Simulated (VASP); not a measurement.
Band structure of Cd4S3Te (ordered alloy cell). These are PBEsol GGA, VASP's PBE PAW potentials (set 64) (plane waves; VASP) values and carry that method's errors.

Unless said otherwise, spin-orbit coupling is left out, though it shifts the bands of the heavy elements here.

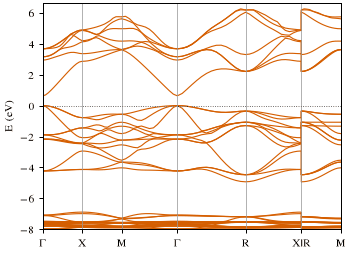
Bands along high-symmetry lines, zero at the valence-band maximum or, without a gap, the Fermi level

Q: Read the plot: is there a gap, and where are the band edges?

A: The gap is direct, 0.63 eV, from the valence maximum at Γ to the conduction minimum at Γ. (Edges off the drawn lines would not show.)

The structure was generated: Cd4S3Te was put into an ordered model structure (P-43m), which need not be its known phase. It was relaxed first.
